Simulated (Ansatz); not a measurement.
AlP (zinc blende), conventional cell a = b = c = 5.507 Å, α = β = γ = 90.00°. The calculation uses the primitive cell of 2 atoms, to which meshes and values per cell refer.

Two coordinates are scanned: the volume, and the ratio of the stretch along z (the conventional c axis) to the stretch across it. Atoms keep their fractional coordinates.

Level of theory: PBE (plane waves to 420 eV, PAW, scalar-relativistic; Ansatz, a program for electronic structure). k mesh 10×10×10 (Γ-centred), Fermi-Dirac smearing 0.05 eV. E stands for the smeared free energy. AlP was relaxed with its symmetry unable to fall. The PAW data are Ansatz's earlier set. ΔE is measured from the relaxed starting cell.

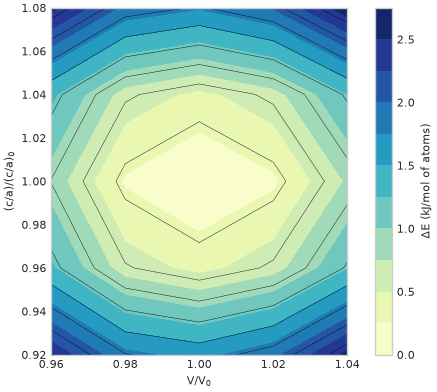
ΔE (kJ/mol of atoms) over the 5×5 grid of computed points.

The shear modulus C′ = (C11 − C12)/2 (fit, atoms clamped) is 32 GPa. Lowest place on the grid: V/V₀ = 1.000, (c/a)/(c/a)₀ = 1.000 (0.0 meV/atom). Highest place on the grid: V/V₀ = 1.040, (c/a)/(c/a)₀ = 1.080 (27.4 meV/atom).

Near the relaxed cell σzz − σxx = −2Cδ (compression positive), C being this modulus and δ the logarithm of the ratio.

(A scan under strain: stresses follow from slopes of the energy per volume, elastic moduli from its curvatures.)
